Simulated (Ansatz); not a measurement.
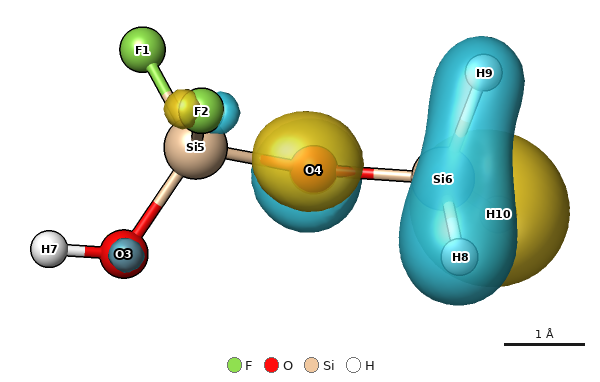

*F2H4O2Si2 (SMILES O[Si](F)(F)O[SiH3]). The HOMO−1 at ±0.15 Å⁻³ᐟ² (yellow and cyan are the two phases), seen across its widest extent.*

Geometry: PBE0-D3(BJ)/def2-SVP.

Level of theory: isolated molecule in a Gaussian basis; Kohn-Sham density functional theory, functional PBE0 in Ansatz.

```xyz
10

F    -2.0059   -0.2493   -2.4103
F    -2.2743   -0.6331    0.0998
O    -0.9019   -2.4131   -1.3352
O     0.1075   -0.0185   -0.8427
Si   -1.2513   -0.8384   -1.1230
Si    0.9847    0.9071    0.2327
H    -1.6057   -2.9988   -1.6278
H     1.1491    0.1650    1.5151
H     0.2716    2.1914    0.4849
H     2.3132    1.1711   -0.3812
```

> Describe this orbital and give its energy.

Its weight (Hirshfeld) is mainly on Si6 (about 30 %), H10 (about 25 %), O4 (about 20 %) and H8 (about 10 %). Its energy is −9.54 eV.
